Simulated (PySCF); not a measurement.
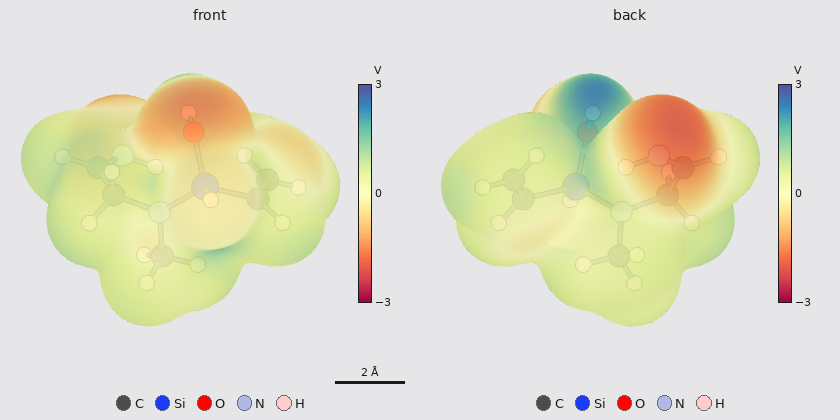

Figure 1: C$_{5}$H$_{12}$N$_{2}$OSi. The electrostatic potential painted on the density surface at 0.002 e/bohr³, seen from the front and from behind; the colour scale runs from red (negative) to blue (positive).

Geometry: GFN2-xTB.

The calculation used PySCF 2.14.0, PBE0/pcSseg-1, SCF density, gas phase, non-relativistic.

```xyz
21

C     2.7935    0.1640   -0.6561
C     2.1791   -0.9385   -0.2573
Si    0.6193   -0.9894    0.8041
O     0.6677   -0.0353    2.1218
N    -0.6778   -0.4620   -0.2035
C    -0.8132   -0.8154   -1.5950
C    -1.8569    0.1499    0.3582
C    -1.8648    1.6473    0.1627
N    -0.9317    2.3527   -0.2837
H     3.6938    0.1488   -1.2526
H     2.4250    1.1468   -0.4035
H     2.6084   -1.8900   -0.5441
H     0.4262   -2.2875    1.4502
H     0.8046    0.9058    2.0452
H    -1.1314    0.0506   -2.1827
H     0.1461   -1.1590   -1.9729
H    -1.5519   -1.6141   -1.7353
H    -1.8926   -0.0395    1.4349
H    -2.7665   -0.2780   -0.0818
H    -2.7757    2.1557    0.4668
H    -0.1099    1.8041   -0.5514
```

Describe the electrostatic potential map.

The most negative region (about −2.0 V) lies over N9, the most positive (about +2.3 V) over H14. N9 is the likeliest acceptor of a hydrogen bond.

What dipole moment does the calculation give?

Its dipole moment is 1.71 D.
